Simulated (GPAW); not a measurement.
**Property calculation, with input and output: HBr (part 1 of 3)**

- system: HBr, SMILES Br
- method: OLYP/real-space grid, scalar-relativistic datasets (GPAW 26.7.0)

The atoms were displaced at random from an optimised geometry.

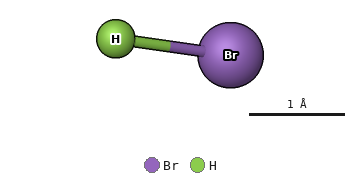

The input geometry (ball-and-stick view, seen at a tilt).

Input (molecule.py):
```python
import numpy as np
from ase.io.zmatrix import parse_zmatrix
from ase.units import Debye
from gpaw import GPAW, setup_paths
from gpaw.atom.configurations import parameters
from gpaw.atom.generator import Generator
from gpaw.external import static_polarizability

# Atomic positions
zmat = """
Br
H 1 r2
"""
values = dict(r2=1.415155)
molecule = parse_zmatrix(zmat, defs=values)
molecule.set_cell([11.0, 11.0, 11.0])
molecule.center()

# No datasets are shipped for this functional: make them
for symbol in ["Br", "H"]:
    Generator(symbol, xcname="GGA_X_OPTX+GGA_C_LYP", scalarrel=True, nofiles=True, txt=None).run(**parameters[symbol])
setup_paths.insert(0, ".")

# Ground state
calc = GPAW(mode="fd",
            h=0.18,
            xc="GGA_X_OPTX+GGA_C_LYP",
            convergence={"density": 1e-06},
            maxiter=120,
            symmetry="off",
            legacy_gpaw=True,
            txt="-")
molecule.calc = calc

energy = molecule.get_potential_energy()
print(f"Energy: {energy:.5f} eV")
dipole = molecule.get_dipole_moment() / Debye
print(f"Dipole: {np.linalg.norm(dipole):.3f} D")

alpha = static_polarizability(molecule)
print("Polarizability tensor (e Ang^2 / V):")
print(alpha.round(4))
```

Hardware: 1 thread of Arm Neoverse V2, 24 GiB of memory available, shared host.

Run as:
```bash
python3 molecule.py
```

The program's output:
```
___ ___ ___ _ _ _
 |   |   |_  | | | |
 | | | | | . | | | |
 |__ |  _|___|_____|  26.7.0
 |___|_|

units:  Angstrom and eV
cores:  1
OpenMP: False

Versions:
  Python: 3.12.14
  ASE:    3.29.0
  Numpy:  2.5.5
  Scipy:  1.18.1
  Libxc:  7.0.0

        _gpaw.cpython-312-aarch64-linux-gnu.so

Input parameters:
  convergence: {density: 1e-06}
  h: 0.18
  maxiter: 120
  mode: fd
  symmetry: off
  xc: GGA_X_OPTX+GGA_C_LYP

System changes: positions, numbers, cell, pbc, initial_charges, initial_magmoms

Initialize ...

species:
  Br:
    name:    Bromine
    Z:       35.0
    valence: 7
    core:    28
    charge:  0.0  # [|e|]
    file:    Br.GGA_X_OPTX+GGA_C_LYP
    compensation charges:
      type: gauss
      rc: 0.35  # [Å]
      lmax: 2
    cutoffs:
      filter: 1.98  # [Å]
      core: 2.38  # [Å]
    projectors
    | kind |    occ | energy [eV] | rcut [Å] |
    |------|--------|-------------|----------|
    |   4s |  2.000 |     -20.020 |    1.111 |
    |   4p |  5.000 |      -7.759 |    1.111 |
    |    s |        |       7.192 |    1.111 |
    |    p |        |      19.453 |    1.111 |
    |    d |        |       0.000 |    1.111 |

    Using partial waves for Br as LCAO basis

  H:
    name:    Hydrogen
    Z:       1.0
    valence: 1
    core:    0
    charge:  0.0  # [|e|]
    file:    H.GGA_X_OPTX+GGA_C_LYP
    compensation charges:
      type: gauss
      rc: 0.15  # [Å]
      lmax: 2
    cutoffs:
      filter: 0.85  # [Å]
      core: 0.53  # [Å]
    projectors
    | kind |    occ | energy [eV] | rcut [Å] |
    |------|--------|-------------|----------|
    |   1s |  1.000 |      -6.487 |    0.476 |
    |    s |        |      20.724 |    0.476 |
    |    p |        |       0.000 |    0.476 |

    Using partial waves for H as LCAO basis

Reference energy: -70944.783813  # eV

Spin-paired calculation

Convergence criteria:
 Maximum [total energy] change in last 3 cyles: 0.0005 eV / valence electron
 Maximum integral of absolute [dens]ity change: 1e-06 electrons / valence electron
 Maximum integral of absolute [eigenst]ate change: 4e-08 eV^2 / valence electron
 Maximum number of scf [iter]ations: 120
 (Square brackets indicate name in SCF output, whereas a 'c' in
 the SCF output indicates the quantity has converged.)

Symmetries present (total): 1

  ( 1  0  0)
  ( 0  1  0)
  ( 0  0  1)

1 k-point (Gamma)
1 k-point in the irreducible part of the Brillouin zone
       k-points in crystal coordinates                weights
   0:     0.00000000    0.00000000    0.00000000          1/1

Wave functions: Uniform real-space grid
  Kinetic energy operator: 6*3+1=19 point O(h^6) finite-difference Laplacian
  ScaLapack parameters: grid=1x1, blocksize=None
  Wavefunction extrapolation:
    Improved wavefunction reuse through dual PAW basis

Occupation numbers: # Zero width

Eigensolver
   Davidson(niter=2)

Densities:
  Coarse grid: 60*60*60 grid
  Fine grid: 120*120*120 grid
  Total Charge: 0.000000

Density mixing:
  Method: separate
  Backend: msr1
  Linear mixing parameter: 0.05
  old densities: 10
  Width of damping distribution: 1.1
  Damping of long wavelength oscillations: 1  # (no daming)

Hamiltonian:
  XC and Coulomb potentials evaluated on a 120*120*120 grid
  Using the GGA_X_OPTX+GGA_C_LYP Exchange-Correlation functional
  Interpolation: tri-quintic (5. degree polynomial)
  Poisson solver: FastPoissonSolver using
    Stencil: 6*3+1=19 point O(h^6) finite-difference Laplacian
    FFT axes: []
    FST axes: [np.int64(0), np.int64(1), np.int64(2)]

XC parameters: GGA_X_OPTX+GGA_C_LYP with 2 nearest neighbor stencil

Memory estimate:
  Process memory now: 286.12 MiB
  Calculator: 129.21 MiB
    Density: 77.54 MiB
      Arrays: 41.70 MiB
      Localized functions: 4.49 MiB
      Mixer: 31.34 MiB
    Hamiltonian: 27.63 MiB
      Arrays: 27.28 MiB
      XC: 0.00 MiB
      Poisson: 0.00 MiB
      vbar: 0.35 MiB
    Wavefunctions: 24.04 MiB
      Arrays psit_nG: 7.83 MiB
      Eigensolver: 15.67 MiB
      Projections: 0.00 MiB
      Projectors: 0.54 MiB

Total number of cores used: 1

Number of atoms: 2
Number of atomic orbitals: 5
Number of bands in calculation: 5
Number of valence electrons: 8
Bands to converge: occupied

... initialized

Initializing position-dependent things.

Density initialized from atomic densities
Creating initial wave functions:
  5 bands from LCAO basis set

        .--------------------------.
       /|                          |
      / |                          |
     /  |                          |
    /   |                          |
   /    |                          |
  /     |                          |
 *      |                          |
 |      |                          |
 |      |                          |
 |      |                          |
 |      |       Br  H              |
 |      |                          |
 |      |                          |
 |      .--------------------------.
 |     /                          /
 |    /                          /
 |   /                          /
 |  /                          /
 | /                          /
 |/                          /
 *--------------------------*

Atomic positions and initial magnetic moments

Positions:
   0 Br     4.792422    5.500000    5.500000    ( 0.0000,  0.0000,  0.0000)
   1 H      6.207577    5.500000    5.500000    ( 0.0000,  0.0000,  0.0000)

Unit cell:
           periodic     x           y           z      points  spacing
  1. axis:    no    11.000000    0.000000    0.000000    60     0.1833
  2. axis:    no     0.000000   11.000000    0.000000    60     0.1833
  3. axis:    no     0.000000    0.000000   11.000000    60     0.1833

  Lengths:  11.000000  11.000000  11.000000
  Angles:   90.000000  90.000000  90.000000

Effective grid spacing dv^(1/3) = 0.1833

iter:   1 00:00:01    -5.266640
iter:   2 00:00:02    -5.284109   -0.40  -0.99
iter:   3 00:00:02    -5.311982   +0.16  -1.01
iter:   4 00:00:03    -5.256865   -0.74  -1.27
iter:   5 00:00:03    -5.193120   -0.38  -1.43
iter:   6 00:00:04    -5.194100   -1.38  -1.99
iter:   7 00:00:04    -5.192080c  -1.59  -2.20
iter:   8 00:00:05    -5.192104c  -2.15  -2.76
iter:   9 00:00:06    -5.192074c  -3.65  -2.87
iter:  10 00:00:06    -5.192076c  -3.98  -3.59
iter:  11 00:00:07    -5.192074c  -4.49  -3.68
iter:  12 00:00:07    -5.192074c  -5.59  -4.17
iter:  13 00:00:08    -5.192074c  -6.13  -4.55
iter:  14 00:00:09    -5.192074c  -7.02  -4.90
iter:  15 00:00:09    -5.192074c  -7.51c -5.38
iter:  16 00:00:10    -5.192074c  -8.03c -5.75
iter:  17 00:00:10    -5.192074c  -8.64c -5.90
iter:  18 00:00:11    -5.192074c  -9.22c -6.58c

Converged after 18 iterations.

Dipole moment: (0.161951, -0.000000, -0.000000) |e|*Ang

Energy contributions relative to reference atoms: (reference = -70944.783813)

Kinetic:         +8.448227
Potential:       -9.301897
External:        +0.000000
XC:              -4.341302
Entropy (-ST):   +0.000000
Local:           +0.002898
SIC:             +0.000000
--------------------------
Free energy:     -5.192074
Extrapolated:    -5.192074

 Band  Eigenvalues  Occupancy
    0    -20.43753    2.00000
    1    -11.05961    2.00000
    2     -7.33130    2.00000
    3     -7.33130    2.00000
    4     -1.48867    0.00000

Fermi level: -4.40998

Gap: 5.843 eV
Transition (v -> c):
  (s=0, k=0, n=3, [0.00, 0.00, 0.00]) -> (s=0, k=0, n=4, [0.00, 0.00, 0.00])
No difference between direct/indirect transitions
Energy: -5.19207 eV
Dipole: 0.778 D

  ___ ___ ___ _ _ _
 |   |   |_  | | | |
 | | | | | . | | | |
 |__ |  _|___|_____|  26.7.0
 |___|_|

units:  Angstrom and eV
cores:  1
OpenMP: False

Versions:
  Python: 3.12.14
  ASE:    3.29.0
  Numpy:  2.5.5
  Scipy:  1.18.1
  Libxc:  7.0.0

        _gpaw.cpython-312-aarch64-linux-gnu.so

Input parameters:
  convergence: {density: 1e-06}
  external: {direction: [np.float64(1.0), np.float64(0.0), np.float64(0.0)],
             name: ConstantElectricField,
             strength: 0.01}
  h: 0.18
  maxiter: 120
  mode: fd
  symmetry: off
  xc: GGA_X_OPTX+GGA_C_LYP

System changes: positions, numbers, cell, pbc, initial_charges, initial_magmoms

Initialize ...

species:
  Br:
    name:    Bromine
    Z:       35.0
    valence: 7
    core:    28
    charge:  0.0  # [|e|]
    file:    Br.GGA_X_OPTX+GGA_C_LYP
    compensation charges:
      type: gauss
      rc: 0.35  # [Å]
      lmax: 2
    cutoffs:
      filter: 1.98  # [Å]
      core: 2.38  # [Å]
    projectors
    | kind |    occ | energy [eV] | rcut [Å] |
    |------|--------|-------------|----------|
    |   4s |  2.000 |     -20.020 |    1.111 |
    |   4p |  5.000 |      -7.759 |    1.111 |
    |    s |        |       7.192 |    1.111 |
    |    p |        |      19.453 |    1.111 |
    |    d |        |       0.000 |    1.111 |

    Using partial waves for Br as LCAO basis

  H:
    name:    Hydrogen
    Z:       1.0
    valence: 1
    core:    0
    charge:  0.0  # [|e|]
    file:    H.GGA_X_OPTX+GGA_C_LYP
    compensation charges:
      type: gauss
      rc: 0.15  # [Å]
      lmax: 2
    cutoffs:
      filter: 0.85  # [Å]
      core: 0.53  # [Å]
    projectors
    | kind |    occ | energy [eV] | rcut [Å] |
    |------|--------|-------------|----------|
    |   1s |  1.000 |      -6.487 |    0.476 |
    |    s |        |      20.724 |    0.476 |
    |    p |        |       0.000 |    0.476 |

    Using partial waves for H as LCAO basis

Reference energy: -70944.783813  # eV

Spin-paired calculation

Convergence criteria:
 Maximum [total energy] change in last 3 cyles: 0.0005 eV / valence electron
 Maximum integral of absolute [dens]ity change: 1e-06 electrons / valence electron
 Maximum integral of absolute [eigenst]ate change: 4e-08 eV^2 / valence electron
 Maximum number of scf [iter]ations: 120
 (Square brackets indicate name in SCF output, whereas a 'c' in
 the SCF output indicates the quantity has converged.)

Symmetries present (total): 1

  ( 1  0  0)
  ( 0  1  0)
  ( 0  0  1)

1 k-point (Gamma)
1 k-point in the irreducible part of the Brillouin zone
       k-points in crystal coordinates                weights
   0:     0.00000000    0.00000000    0.00000000          1/1

Wave functions: Uniform real-space grid
  Kinetic energy operator: 6*3+1=19 point O(h^6) finite-difference Laplacian
  ScaLapack parameters: grid=1x1, blocksize=None
  Wavefunction extrapolation:
    Improved wavefunction reuse through dual PAW basis

Occupation numbers: # Zero width

Eigensolver
   Davidson(niter=2)

Densities:
  Coarse grid: 60*60*60 grid
  Fine grid: 120*120*120 grid
  Total Charge: 0.000000

Density mixing:
  Method: separate
  Backend: msr1
  Linear mixing parameter: 0.05
  old densities: 10
  Width of damping distribution: 1.1
  Damping of long wavelength oscillations: 1  # (no daming)

Hamiltonian:
  XC and Coulomb potentials evaluated on a 120*120*120 grid
  Using the GGA_X_OPTX+GGA_C_LYP Exchange-Correlation functional
  External potential:
    Constant electric field: (0.010, 0.000, 0.000) V/Ang
  Interpolation: tri-quintic (5. degree polynomial)
  Poisson solver: FastPoissonSolver using
    Stencil: 6*3+1=19 point O(h^6) finite-difference Laplacian
    FFT axes: []
    FST axes: [np.int64(0), np.int64(1), np.int64(2)]

XC parameters: GGA_X_OPTX+GGA_C_LYP with 2 nearest neighbor stencil

Memory estimate:
  Process memory now: 489.01 MiB
  Calculator: 129.21 MiB
    Density: 77.54 MiB
      Arrays: 41.70 MiB
      Localized functions: 4.49 MiB
      Mixer: 31.34 MiB
    Hamiltonian: 27.63 MiB
      Arrays: 27.28 MiB
      XC: 0.00 MiB
      Poisson: 0.00 MiB
      vbar: 0.35 MiB
    Wavefunctions: 24.04 MiB
      Arrays psit_nG: 7.83 MiB
      Eigensolver: 15.67 MiB
      Projections: 0.00 MiB
      Projectors: 0.54 MiB

Total number of cores used: 1

Number of atoms: 2
Number of atomic orbitals: 5
Number of bands in calculation: 5
Number of valence electrons: 8
Bands to converge: occupied

... initialized

Initializing position-dependent things.

Density initialized from atomic densities
Creating initial wave functions:
  5 bands from LCAO basis set

        .--------------------------.
       /|                          |
      / |                          |
     /  |                          |
    /   |                          |
   /    |                          |
  /     |                          |
 *      |                          |
 |      |                          |
 |      |                          |
 |      |                          |
 |      |       Br  H              |
 |      |                          |
 |      |                          |
 |      .--------------------------.
 |     /                          /
 |    /                          /
 |   /                          /
 |  /                          /
 | /                          /
 |/                          /
 *--------------------------*

Atomic positions and initial magnetic moments

Positions:
   0 Br     4.792422    5.500000    5.500000    ( 0.0000,  0.0000,  0.0000)
   1 H      6.207577    5.500000    5.500000    ( 0.0000,  0.0000,  0.0000)

Unit cell:
           periodic     x           y           z      points  spacing
  1. axis:    no    11.000000    0.000000    0.000000    60     0.1833
  2. axis:    no     0.000000   11.000000    0.000000    60     0.1833
  3. axis:    no     0.000000    0.000000   11.000000    60     0.1833

  Lengths:  11.000000  11.000000  11.000000
  Angles:   90.000000  90.000000  90.000000

Effective grid spacing dv^(1/3) = 0.1833
```
